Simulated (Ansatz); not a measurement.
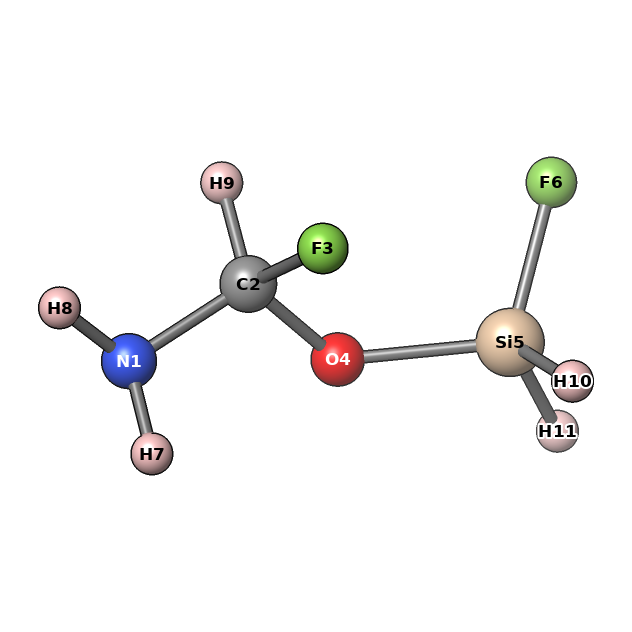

Atoms fade into the background with distance from the viewer. Computed geometry: PBE-D4/def2-SVP optimisation. No frequency run is at hand to confirm it as a minimum.

Which atoms or bonds are stereogenic?

Answer. Centres: C2.

Assign CIP descriptors.

Answer. C2: R (priorities F3 > O4 > N1 > H9).
